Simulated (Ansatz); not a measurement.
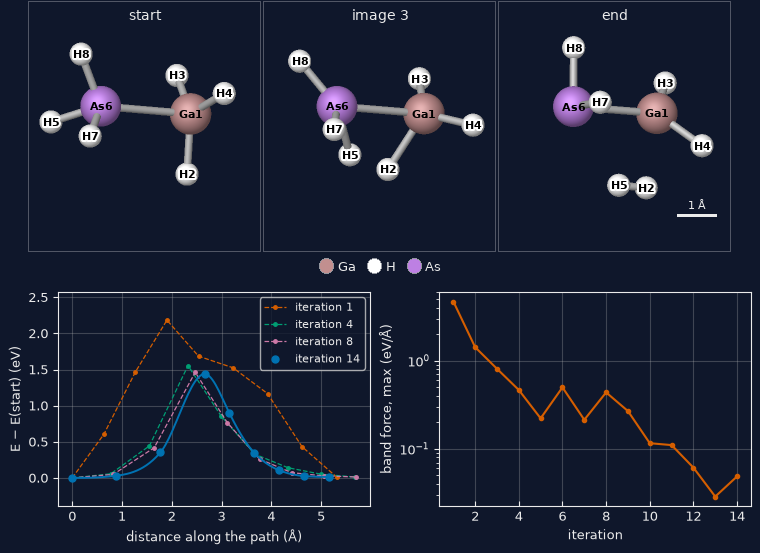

A nudged-elastic-band calculation for GaAsH6. Images are numbered from 0 (start) to 8 (end). The plot follows the band through its iterations. A ball-and-stick model, seen at a tilt.

Theory: RKS PBE-D4/def2-SVP in Ansatz. Settings: 7 movable images; climbing image; force threshold 0.05 eV/Å; iteration limit 60; starting path through a guess of the saddle point.

Q: Did the band converge, and can the barrier be trusted?

A: The result is final at these settings. The band converged in 14 iterations. The largest component of the band force went from 4.7 to 0.049 eV/Å. The climbing image converged on the top of the path. Its vibrational analysis gives one imaginary mode (1082i cm⁻¹), as a transition state must have. The first iteration put the highest image at 2.18 eV. The highest point, image 3, lies 1.44 eV above the start and 1.42 eV above the end; the end is at +0.01 eV relative to the start.
